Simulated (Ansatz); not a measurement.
## From InH3 to InCl3: predicting a member

On one In centre, n of the H ligands are replaced by Cl. The HOMO–LUMO gap y in eV at wB97M-V/def2-TZVPP. Shapes: PBE0-D4/def2-TZVP. Programs: Ansatz 0.2.0.

| molecule | n | y (eV) |
| --- | --- | --- |
| InH3 | 0 | 9.94 |
| InH2Cl | 1 | 9.96 |
| InHCl2 | 2 | ? |
| InCl3 | 3 | 10.83 |

Fit y = c + s·n to the known rows and predict InHCl2.


1. Means of the 3 rows: n = 1.33333, y = 10.243.
2. Σ(Δn)² = 4.6667, Σ(Δn·Δy) = 1.4767, so the slope is 1.4767/4.6667 = 0.31643.
3. Intercept: 10.243 − (0.31643) × 1.33333 = 9.821. The largest residual of the fit is 0.18.
4. InHCl2: 9.821 + (0.31643) × 2 = 10.45 eV.

The run gave 10.76 eV, so the prediction is off by -0.31 eV, more than the largest residual. The steps per swap are uneven (+0.02, +0.80, +0.07), so a line is a poor model. Other levels give for InHCl2: SPW92/def2-TZVPP 4.74; r2SCAN-D4/def2-TZVPP 5.48; r2SCAN0-D4/def2-TZVPP 7.35 eV. Orbital gaps aren't excitation energies, and the LUMO depends on the basis. At 8 other levels on record the series doesn't rise at every step. For atoms past krypton def2 sets carry core potentials with scalar relativity.

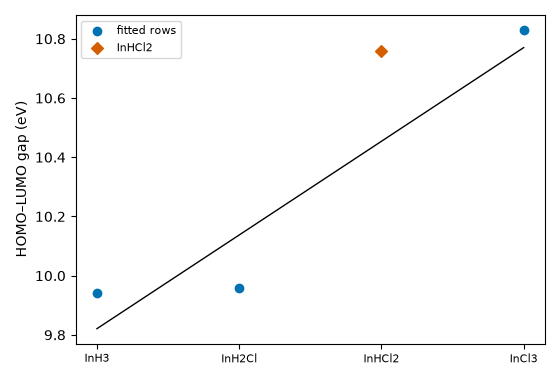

The fitted line, with the withheld member.
